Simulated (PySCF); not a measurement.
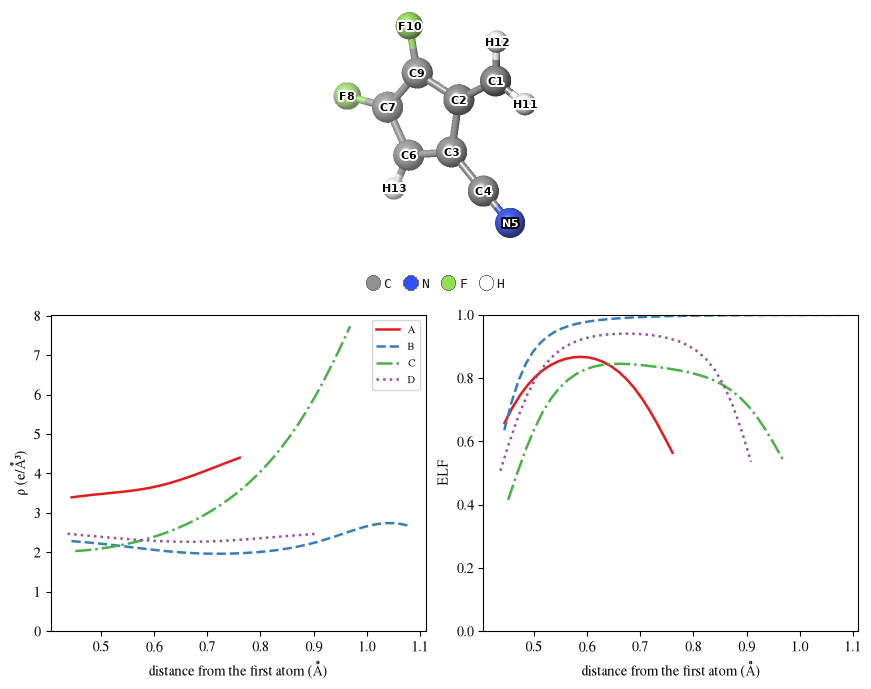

The picture shows: C7H3F2N (SMILES [CH2+][C]1C(C#N)=CC(F)=C1F) (charge +1, doublet). Total electron density and electron localisation function along straight lines between neighbouring atoms. The curves leave out the atomic cores. The structure is drawn too.

Geometry: GFN2-xTB.

Method: UKS B3LYP, pcH-1 on C F H N, non-relativistic, mean-field spin-orbit, GIAO (PySCF 2.14.0, density-fitted response routines).

```xyz
13

C     0.7569    1.8641   -0.2230
C     0.0890    0.7033   -0.0903
C     0.6396   -0.6512    0.1077
C     2.0047   -0.9361    0.1897
N     3.1309   -1.1533    0.2497
C    -0.4023   -1.5701    0.1943
C    -1.6190   -0.8726    0.0613
F    -2.8013   -1.4041    0.0923
C    -1.3466    0.5062   -0.1120
F    -2.2172    1.4469   -0.2684
H     1.8364    1.9021   -0.1964
H     0.2323    2.7996   -0.3617
H    -0.3077   -2.6343    0.3391
```

> Which curve belongs to which contact (C–C, C–F, C–H and C–N)? The first atom named is at distance zero.

Curve A: C–N (1.15 Å): the density is about 3.6 e/Å³ at the midpoint; the ELF peaks at about 0.85 between the atoms: a short, multiple covalent bond. Curve B: C–H (1.08 Å): the density is about 2.2 e/Å³ at the midpoint; the ELF climbs to about 1 towards the hydrogen, as it does in any bond to H (an ordinary covalent bond to hydrogen). Curve C: C–F (1.29 Å): ρ is about 2.6 e/Å³ halfway; the ELF peaks at about 0.85 between the atoms; a shared but strongly polarised pair. Curve D: C–C (1.35 Å): ρ is about 2.3 e/Å³ halfway; the ELF peaks at about 0.95 between the atoms: localised, covalent bonding.
